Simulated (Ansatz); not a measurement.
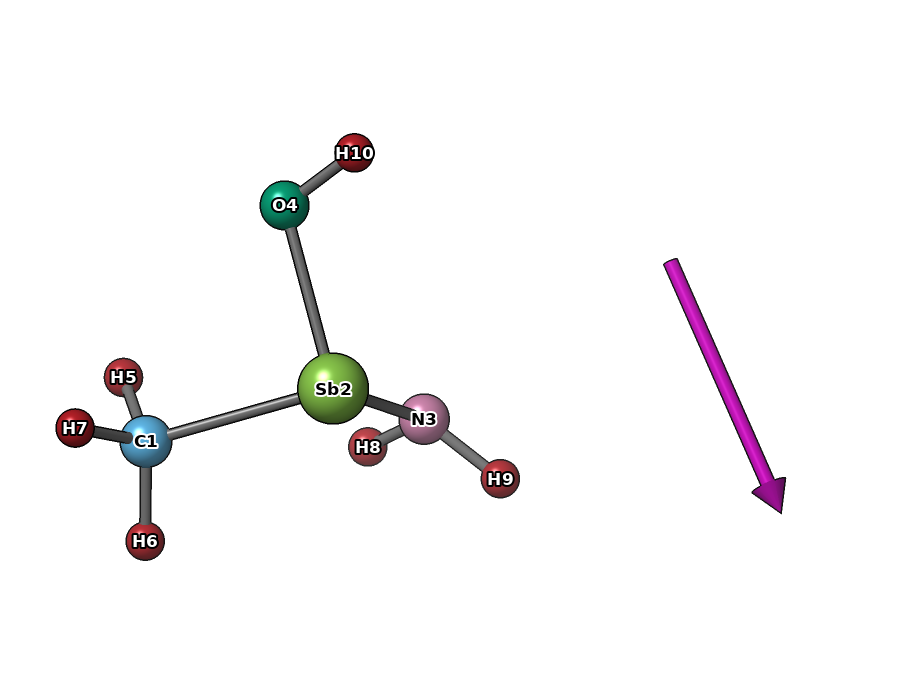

The arrow beside the molecule shows the direction of the dipole moment, from the negative to the positive end (its length means nothing). Computed geometry: PBE-D4/def2-SVP optimisation. No frequency run is at hand to confirm it as a minimum. Level of theory: RKS PBE-D4/def2-SVP, core potentials on Sb (Ansatz 0.2.0).

### Estimate the dipole moment.

2.06 D; it points from the side of H10 to the side of H9 (the outermost atoms at the two ends).
